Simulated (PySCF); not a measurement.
# CCl₅NSV (-4): ligand-field states

Wanted: ligand-field states for CCl₅NSV (-4) (`S=C=[N][V-4]([Cl])([Cl])([Cl])([Cl])[Cl]`).

Computed with PySCF 2.14.0 and routines of our own; the level stands in each step. Atoms count from 0.

## Step 1: The system as given

9 atoms, charge -4, states of the metal's open shell are computed; geometry from: GFN2-xTB.

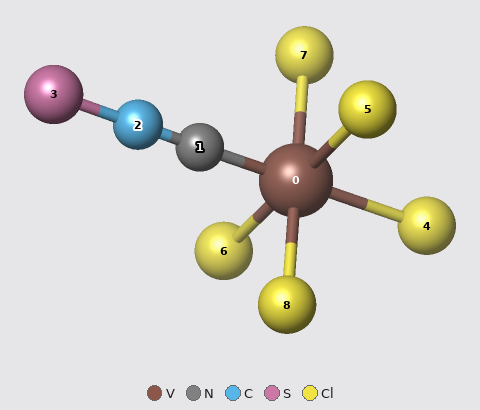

The starting geometry (vanadium brown, nitrogen grey, carbon blue, sulfur pink, chlorine yellow); sticks join atoms by distance alone.

## Step 2: Ligand-field states: state-averaged CASSCF in water

Job settings and geometry (Å):

```
{"job": {"kind": "lf", "basis": {"metal": "x2c-TZVPall", "ligand": "x2c-SVPall"}, "nevpt": true, "tol": 5, "solvent": "water"}, "charge": -4, "metal": "V", "open_shell": "d3"}
V      0.000000     0.000000     0.000000
N      0.002010    -0.012574     1.819607
C      0.002289     0.004418     2.992617
S      0.000188     0.017999     4.588643
Cl    -0.007686     0.018371    -2.478652
Cl     2.503407     0.004267     0.000878
Cl    -2.506489     0.004246     0.011153
Cl     0.001997     2.511043     0.005478
Cl     0.001999    -2.498864     0.006559
```

Method: state-averaged CASSCF of the metal d shell, SC-NEVPT2 on the averaged canonical orbitals, state-interaction spin-orbit coupling.

Command:

```console
$ OMP_NUM_THREADS=1 python lf_run.py task.json out
```

One launch serves the whole session: the jobs run in the order shown.

Standard output:

```text
basis functions 184, electrons 141, active (3e, 5o)
stage 1: DIIS on the effective Fock matrix, level shift 0.30
cycle   1  E = -3742.0850265110  dE = -3.742e+03  max|g| = 1.064e+00
cycle   2  E = -3741.7811025689  dE =  3.039e-01  max|g| = 1.552e+00
cycle   3  E = -3742.5953918245  dE = -8.143e-01  max|g| = 1.009e+00
cycle   4  E = -3743.2251014949  dE = -6.297e-01  max|g| = 1.953e-01
cycle   5  E = -3743.3284276128  dE = -1.033e-01  max|g| = 6.976e-02
cycle   6  E = -3743.3409694589  dE = -1.254e-02  max|g| = 4.456e-02
cycle   7  E = -3743.3458593153  dE = -4.890e-03  max|g| = 2.857e-02
cycle   8  E = -3743.3474122428  dE = -1.553e-03  max|g| = 1.718e-02
cycle   9  E = -3743.3479561225  dE = -5.439e-04  max|g| = 9.657e-03
cycle  10  E = -3743.3481259017  dE = -1.698e-04  max|g| = 4.209e-03
cycle  11  E = -3743.3481659486  dE = -4.005e-05  max|g| = 1.839e-03
cycle  12  E = -3743.3481765424  dE = -1.059e-05  max|g| = 1.122e-03
cycle  13  E = -3743.3481785531  dE = -2.011e-06  max|g| = 6.741e-04
cycle  14  E = -3743.3481791704  dE = -6.172e-07  max|g| = 4.417e-04
cycle  15  E = -3743.3481793961  dE = -2.257e-07  max|g| = 2.868e-04
cycle  16  E = -3743.3481795116  dE = -1.155e-07  max|g| = 1.840e-04
cycle  17  E = -3743.3481795594  dE = -4.785e-08  max|g| = 8.288e-05
cycle  18  E = -3743.3481795706  dE = -1.113e-08  max|g| = 4.705e-05
cycle  19  E = -3743.3481795736  dE = -3.089e-09  max|g| = 3.864e-05
cycle  20  E = -3743.3481795750  dE = -1.347e-09  max|g| = 2.254e-05
cycle  21  E = -3743.3481795754  dE = -3.765e-10  max|g| = 1.254e-05
cycle  22  E = -3743.3481795755  dE = -1.414e-10  max|g| = 7.621e-06
converged average energy = -3743.3481795755

 mult deg   label        CASSCF/cm-1   NEVPT2/cm-1
   4   1   4A2g                0.0           0.0
   4   1   4T2g             7598.8        9172.6
   2   1   2Eg             15080.0       13329.4
   2   1   2Eg             15226.4       13506.6
   4   2   4T2g            11485.4       13690.1
   2   1   2T1g            15718.0       14056.0
   2   2   2T1g            16127.1       14266.7
   2   1   2T2g            20828.7       18876.5
   2   2   2T2g            21471.3       19897.1
   4   2   4T1g            17609.4       19915.9
   2   1   2A1g            22193.9       21906.2
   4   1   4T1g            19827.8       22468.9
   2   1   2T1g            24401.7       23559.9
   2   1   2T2g            24306.0       23810.1
   2   2   2T2g            25345.3       26048.8
   2   1   2Eg             27382.0       26446.0
   4   2   4T1g            27950.3       29241.8
   2   2   2T1g            29502.1       29530.2
   4   1   4T1g            30155.3       30524.2
   2   2   2T1g            30945.7       31365.5
   2   1   2Eg             31322.6       31716.7
   2   1   2T1g            34530.2       34278.5
   2   2   2T2g            35751.0       36163.4
   2   2   2T2g            41703.0       38984.4
   2   1   2A2g            41606.0       39019.0
   2   1   2T2g            42059.1       39509.9
   2   2   2T1g            38819.2       40029.7
   2   1   2T1g            38530.2       41126.7
   2   1   2Eg             45800.4       44477.3
   2   1   2T2g            44457.9       44954.1
   2   1   2Eg             44132.2       45455.1
   2   2   2T1g            47349.9       46155.9
   2   1   2T1g            48621.9       47644.3
   2   1   2Eg             63271.1       57486.7
   2   1   2T2g            62432.4       57819.0
   2   1   2Eg             63338.7       60538.5
   2   2   2T2g            68682.5       63831.6

spin-orbit levels / cm-1
      0.00  x2  4A2g 1.00
      0.62  x2  4A2g 1.00
   9166.90  x2  4T2g 1.00
   9176.10  x2  4T2g 1.00
  13263.56  x2  2Eg 0.86 4T2g 0.14
  13462.00  x2  2Eg 0.84 4T2g 0.16
  13654.27  x2  4T2g 0.98
  13699.00  x2  4T2g 0.94 2T1g 0.03
  13700.20  x2  4T2g 0.86 2Eg 0.11
  13790.56  x2  4T2g 0.85 2Eg 0.14
  14057.22  x2  2T1g 0.98
  14242.44  x2  2T1g 0.96 4T2g 0.03
  14329.75  x2  2T1g 0.97
  18856.27  x2  2T2g 0.97
  19765.19  x2  4T1g 0.97
  19813.97  x2  2T2g 0.84 4T1g 0.16
  19832.92  x2  4T1g 0.76 2T2g 0.23
  20003.09  x2  2T2g 0.77 4T1g 0.23
  20008.33  x2  4T1g 0.84 2T2g 0.15
  20094.25  x2  4T1g 1.00
  21914.73  x2  2A1g 0.98
  22481.33  x2  4T1g 1.00
  22482.99  x2  4T1g 0.99
  23562.01  x2  2T1g 1.00
  23817.34  x2  2T2g 1.00
  26004.40  x2  2T2g 1.00
  26104.70  x2  2T2g 1.00
  26452.22  x2  2Eg 0.99
  29181.56  x2  4T1g 0.85 2T1g 0.14
  29208.75  x2  4T1g 0.99
```

Run time: 22 s. Hardware: 1 thread of Arm Neoverse V2, shared host; peak memory 0.52 GiB.

Key values:

```
             quantity     value
spin-orbit constant ζ  157 cm⁻¹
```

Powder susceptibility:

```
T (K)  χT (cm³ K/mol)  μ(eff)
    2           1.811    3.81
    5           1.823    3.82
   10           1.825    3.82
   20           1.827    3.82
   30           1.828    3.82
   50           1.831    3.83
   75           1.834    3.83
  100           1.837    3.83
  150           1.844    3.84
  200           1.850    3.85
  250           1.856    3.85
  300           1.863    3.86
```

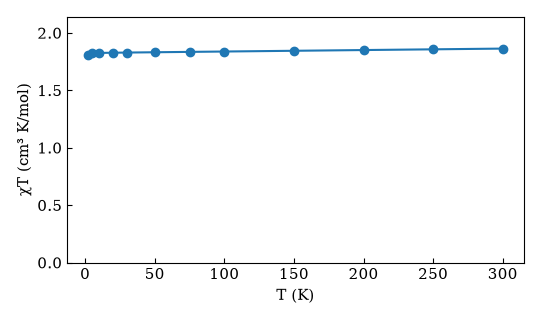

χT against temperature.

## Step 3: Ligand-field states: state-averaged CASSCF (solvent toluene) in toluene

The job, as its differences from that of step 2:

```diff
@@ -1,2 +1,2 @@
-{"job": {"kind": "lf", "basis": {"metal": "x2c-TZVPall", "ligand": "x2c-SVPall"}, "nevpt": true, "tol": 5, "solvent": "water"}, "charge": -4, "metal": "V", "open_shell": "d3"}
+{"job": {"kind": "lf", "basis": {"metal": "x2c-TZVPall", "ligand": "x2c-SVPall"}, "nevpt": true, "tol": 5, "solvent": "toluene"}, "charge": -4, "metal": "V", "open_shell": "d3"}
 V      0.000000     0.000000     0.000000
```

With the program's defaults for keys left out, this is: state-averaged CASSCF of the metal d shell, SC-NEVPT2 on the averaged canonical orbitals, state-interaction spin-orbit coupling.

Standard output:

```text
basis functions 184, electrons 141, active (3e, 5o)
stage 1: DIIS on the effective Fock matrix, level shift 0.30
cycle   1  E = -3741.5982820781  dE = -3.742e+03  max|g| = 1.069e+00
cycle   2  E = -3741.1932339623  dE =  4.050e-01  max|g| = 1.614e+00
cycle   3  E = -3741.9189781574  dE = -7.257e-01  max|g| = 1.071e+00
cycle   4  E = -3742.7302104052  dE = -8.112e-01  max|g| = 1.963e-01
cycle   5  E = -3742.8666855996  dE = -1.365e-01  max|g| = 8.492e-02
cycle   6  E = -3742.8900758094  dE = -2.339e-02  max|g| = 5.187e-02
cycle   7  E = -3742.8995921003  dE = -9.516e-03  max|g| = 2.365e-02
cycle   8  E = -3742.9026819660  dE = -3.090e-03  max|g| = 1.595e-02
cycle   9  E = -3742.9036505925  dE = -9.686e-04  max|g| = 8.462e-03
cycle  10  E = -3742.9039846493  dE = -3.341e-04  max|g| = 3.993e-03
cycle  11  E = -3742.9040812005  dE = -9.655e-05  max|g| = 2.487e-03
cycle  12  E = -3742.9041046578  dE = -2.346e-05  max|g| = 1.669e-03
cycle  13  E = -3742.9041108276  dE = -6.170e-06  max|g| = 1.116e-03
cycle  14  E = -3742.9041126892  dE = -1.862e-06  max|g| = 6.916e-04
cycle  15  E = -3742.9041134530  dE = -7.638e-07  max|g| = 4.204e-04
cycle  16  E = -3742.9041137896  dE = -3.366e-07  max|g| = 2.529e-04
cycle  17  E = -3742.9041139270  dE = -1.375e-07  max|g| = 1.140e-04
cycle  18  E = -3742.9041139604  dE = -3.340e-08  max|g| = 7.298e-05
cycle  19  E = -3742.9041139748  dE = -1.439e-08  max|g| = 5.050e-05
cycle  20  E = -3742.9041139830  dE = -8.167e-09  max|g| = 2.892e-05
cycle  21  E = -3742.9041139859  dE = -2.854e-09  max|g| = 1.627e-05
cycle  22  E = -3742.9041139870  dE = -1.116e-09  max|g| = 1.111e-05
cycle  23  E = -3742.9041139873  dE = -3.288e-10  max|g| = 5.214e-06
converged average energy = -3742.9041139873

 mult deg   label        CASSCF/cm-1   NEVPT2/cm-1
   4   1   4A2g                0.0           0.0
   4   1   4T2g             7450.7        9005.2
   2   1   2Eg             14988.3       13246.8
   2   1   2Eg             15222.2       13510.3
   2   1   2T1g            15629.9       13979.5
   2   2   2T1g            16052.5       14017.2
   4   2   4T2g            11663.0       14045.9
   2   1   2T2g            20664.1       18725.3
   4   2   4T1g            17642.5       20136.7
   2   2   2T2g            21613.7       20206.9
   2   1   2A1g            21975.7       21671.9
   4   1   4T1g            19845.7       22444.0
   2   2   2T1g            24180.9       23500.8
   2   1   2Eg             27219.3       26311.3
   2   2   2T2g            25562.3       26443.6
   4   2   4T1g            27908.9       29320.0
   2   2   2T1g            29519.0       29724.8
   4   1   4T1g            30164.4       30822.1
   2   2   2T1g            31040.4       31601.8
   2   1   2Eg             31741.8       32379.4
   2   1   2T1g            34349.7       34066.8
   2   2   2T2g            35764.0       36381.9
   2   1   2A2g            41640.4       39005.2
   2   1   2T2g            41806.8       39058.7
   2   2   2T2g            41732.2       39142.7
   2   2   2T1g            38730.5       40049.0
   2   1   2T1g            38909.3       41745.3
   2   1   2Eg             45870.8       44896.7
   2   1   2Eg             44188.3       45590.5
   2   1   2T2g            44689.0       45636.2
   2   2   2T1g            47274.1       46199.6
   2   1   2T1g            48862.3       48171.1
   2   1   2Eg             63076.7       57460.2
   2   1   2T2g            62785.9       58394.3
   2   1   2Eg             63503.8       60849.2
   2   2   2T2g            68526.4       63795.3

spin-orbit levels / cm-1
      0.00  x2  4A2g 1.00
      0.69  x2  4A2g 1.00
   9000.00  x2  4T2g 1.00
   9008.93  x2  4T2g 1.00
  13211.72  x2  2Eg 0.96 4T2g 0.04
  13493.35  x2  2Eg 0.96 4T2g 0.04
  13910.49  x2  2T1g 0.75 4T2g 0.25
  13954.35  x2  4T2g 0.51 2T1g 0.38 2T1g 0.11
  13960.03  x2  2T1g 0.64 4T2g 0.33
  14038.12  x2  4T2g 0.72 2T1g 0.24 2Eg 0.03
  14109.92  x2  4T2g 0.90 2T1g 0.10
  14134.60  x2  4T2g 0.81 2T1g 0.15 2Eg 0.03
  14155.37  x2  2T1g 0.58 4T2g 0.41
  18712.67  x2  2T2g 0.98
  19980.79  x2  4T1g 0.99
  20063.51  x2  4T1g 0.89 2T2g 0.10
  20092.53  x2  2T2g 0.68 4T1g 0.32
  20249.91  x2  4T1g 0.68 2T2g 0.32
  20308.22  x2  2T2g 0.74 4T1g 0.26
  20314.07  x2  4T1g 0.84 2T2g 0.15
  21685.50  x2  2A1g 0.98
  22456.43  x2  4T1g 0.99
  22456.83  x2  4T1g 1.00
  23501.85  x2  2T1g 1.00
  23510.00  x2  2T1g 1.00
  26315.33  x2  2Eg 0.99
  26400.07  x2  2T2g 1.00
  26501.11  x2  2T2g 0.99
  29273.05  x2  4T1g 0.91 2T1g 0.08
  29285.01  x2  4T1g 1.00
```

Run time: 22 s. Hardware: 1 thread of Arm Neoverse V2, shared host; peak memory 0.53 GiB.

From this job:

```
             quantity     value
spin-orbit constant ζ  157 cm⁻¹
```

Powder susceptibility:

```
T (K)  χT (cm³ K/mol)  μ(eff)
    2           1.808    3.80
   20           1.827    3.82
  100           1.837    3.83
  300           1.863    3.86
```

## Step 4: Ligand-field states: state-averaged CASSCF (aux autoaux) in water

The job, as its differences from that of step 3:

```diff
@@ -1,2 +1,2 @@
-{"job": {"kind": "lf", "basis": {"metal": "x2c-TZVPall", "ligand": "x2c-SVPall"}, "nevpt": true, "tol": 5, "solvent": "toluene"}, "charge": -4, "metal": "V", "open_shell": "d3"}
+{"job": {"kind": "lf", "basis": {"metal": "x2c-TZVPall", "ligand": "x2c-SVPall"}, "nevpt": true, "tol": 5, "solvent": "water", "aux": "autoaux"}, "charge": -4, "metal": "V", "open_shell": "d3"}
 V      0.000000     0.000000     0.000000
```

Level: state-averaged CASSCF of the metal d shell, SC-NEVPT2 on the averaged canonical orbitals, state-interaction spin-orbit coupling.

Standard output:

```text
basis functions 184, electrons 141, active (3e, 5o)
stage 1: DIIS on the effective Fock matrix, level shift 0.30
cycle   1  E = -3742.0828676335  dE = -3.742e+03  max|g| = 1.064e+00
cycle   2  E = -3741.7791459708  dE =  3.037e-01  max|g| = 1.553e+00
cycle   3  E = -3742.5899048434  dE = -8.108e-01  max|g| = 1.011e+00
cycle   4  E = -3743.2234863613  dE = -6.336e-01  max|g| = 1.957e-01
cycle   5  E = -3743.3274614326  dE = -1.040e-01  max|g| = 6.986e-02
cycle   6  E = -3743.3401179175  dE = -1.266e-02  max|g| = 4.468e-02
cycle   7  E = -3743.3450507120  dE = -4.933e-03  max|g| = 2.860e-02
cycle   8  E = -3743.3466165153  dE = -1.566e-03  max|g| = 1.718e-02
cycle   9  E = -3743.3471655334  dE = -5.490e-04  max|g| = 9.653e-03
cycle  10  E = -3743.3473364223  dE = -1.709e-04  max|g| = 4.216e-03
cycle  11  E = -3743.3473767514  dE = -4.033e-05  max|g| = 1.824e-03
cycle  12  E = -3743.3473872694  dE = -1.052e-05  max|g| = 1.112e-03
cycle  13  E = -3743.3473892727  dE = -2.003e-06  max|g| = 6.692e-04
cycle  14  E = -3743.3473898802  dE = -6.075e-07  max|g| = 4.376e-04
cycle  15  E = -3743.3473901021  dE = -2.219e-07  max|g| = 2.728e-04
cycle  16  E = -3743.3473902138  dE = -1.117e-07  max|g| = 1.753e-04
cycle  17  E = -3743.3473902600  dE = -4.616e-08  max|g| = 8.251e-05
cycle  18  E = -3743.3473902708  dE = -1.079e-08  max|g| = 4.359e-05
cycle  19  E = -3743.3473902738  dE = -3.042e-09  max|g| = 3.589e-05
cycle  20  E = -3743.3473902751  dE = -1.272e-09  max|g| = 2.055e-05
cycle  21  E = -3743.3473902755  dE = -3.370e-10  max|g| = 1.163e-05
cycle  22  E = -3743.3473902756  dE = -1.319e-10  max|g| = 7.034e-06
converged average energy = -3743.3473902756

 mult deg   label        CASSCF/cm-1   NEVPT2/cm-1
   4   1   4A2g                0.0           0.0
   4   1   4T2g             7597.8        9168.8
   2   1   2Eg             15082.9       13330.9
   2   1   2Eg             15229.6       13508.3
   4   2   4T2g            11485.2       13687.8
   2   1   2T1g            15721.0       14057.7
   2   2   2T1g            16130.3       14268.2
   2   1   2T2g            20831.2       18876.9
   2   2   2T2g            21475.3       19899.5
   4   2   4T1g            17608.4       19912.0
   2   1   2A1g            22195.5       21904.2
   4   1   4T1g            19826.3       22463.4
   2   1   2T1g            24403.6       23558.4
   2   1   2T2g            24307.7       23807.9
   2   2   2T2g            25347.3       26047.8
   2   1   2Eg             27384.4       26444.8
   4   2   4T1g            27949.7       29237.2
   2   2   2T1g            29504.1       29529.0
   4   1   4T1g            30155.2       30520.8
   2   2   2T1g            30946.6       31362.9
   2   1   2Eg             31326.0       31716.9
   2   1   2T1g            34530.6       34274.5
   2   2   2T2g            35751.1       36159.1
   2   2   2T2g            41706.5       38984.4
   2   1   2A2g            41609.8       39019.6
   2   1   2T2g            42060.8       39509.9
   2   2   2T1g            38819.0       40024.5
   2   1   2T1g            38530.8       41122.6
   2   1   2Eg             45802.3       44478.1
   2   1   2T2g            44458.5       44948.5
   2   1   2Eg             44131.0       45450.1
   2   2   2T1g            47350.6       46152.1
   2   1   2T1g            48623.2       47641.6
   2   1   2Eg             63275.1       57483.7
   2   1   2T2g            62435.4       57817.0
   2   1   2Eg             63340.5       60532.0
   2   2   2T2g            68683.8       63827.4

spin-orbit levels / cm-1
      0.00  x2  4A2g 1.00
      0.62  x2  4A2g 1.00
   9163.17  x2  4T2g 1.00
   9172.37  x2  4T2g 1.00
  13264.52  x2  2Eg 0.86 4T2g 0.14
  13463.02  x2  2Eg 0.84 4T2g 0.16
  13652.03  x2  4T2g 0.98
  13696.91  x2  4T2g 0.94 2T1g 0.03
  13698.42  x2  4T2g 0.86 2Eg 0.12
  13788.83  x2  4T2g 0.85 2Eg 0.14
  14058.91  x2  2T1g 0.98
  14243.73  x2  2T1g 0.96 4T2g 0.03
  14331.16  x2  2T1g 0.97
  18856.57  x2  2T2g 0.97
  19761.43  x2  4T1g 0.97
  19815.27  x2  2T2g 0.83 4T1g 0.17
  19830.46  x2  4T1g 0.77 2T2g 0.22
  20004.00  x2  2T2g 0.70 4T1g 0.29
  20005.58  x2  4T1g 0.76 2T2g 0.24
  20090.42  x2  4T1g 1.00
  21912.60  x2  2A1g 0.98
  22475.88  x2  4T1g 1.00
  22477.57  x2  4T1g 0.99
  23560.50  x2  2T1g 1.00
  23815.20  x2  2T2g 1.00
  26003.49  x2  2T2g 1.00
  26103.78  x2  2T2g 1.00
  26451.04  x2  2Eg 0.99
  29177.45  x2  4T1g 0.86 2T1g 0.14
  29204.18  x2  4T1g 0.99
```

It took 26 s on 1 thread of Arm Neoverse V2, shared host; peak memory 0.6 GiB.

In short:

```
             quantity     value
spin-orbit constant ζ  157 cm⁻¹
```

Powder susceptibility:

```
T (K)  χT (cm³ K/mol)  μ(eff)
    2           1.811    3.81
   20           1.827    3.82
  100           1.837    3.83
  300           1.863    3.86
```

## Step 5: Ligand field across the series

From the NEVPT2 states (cm⁻¹; the spread is that of the fitted one-electron ligand-field levels):

```
step          setting  ground state  next state  orbital spread  Racah B    ζ  μ(eff), 300 K
   2         as given            4F  4F at 9173           15038      781  157           3.86
   3  solvent toluene            4F  4F at 9005           15275      782  157           3.86
   4      aux autoaux            4F  4F at 9169           15034      781  157           3.86
```

## Step 6: What came out

```
                                                                 quantity       value
           spin-orbit constant ζ (step 2, state-averaged CASSCF in water)    157 cm⁻¹
ground multiplicity, μ(eff) at 300 K (step 2, 6 donors at 1.82 to 2.51 Å)  4, 3.86 μB
ground multiplicity, μ(eff) at 300 K (step 3, 6 donors at 1.82 to 2.51 Å)  4, 3.86 μB
ground multiplicity, μ(eff) at 300 K (step 4, 6 donors at 1.82 to 2.51 Å)  4, 3.86 μB
```

**Reading.** In step 2, χT goes from 1.81 at 2 K to 1.86 cm³ K/mol at 300 K: nearly flat, so one level governs the whole range. The geometry comes from tight binding, which is rough for metal atoms, and these values hang on it.
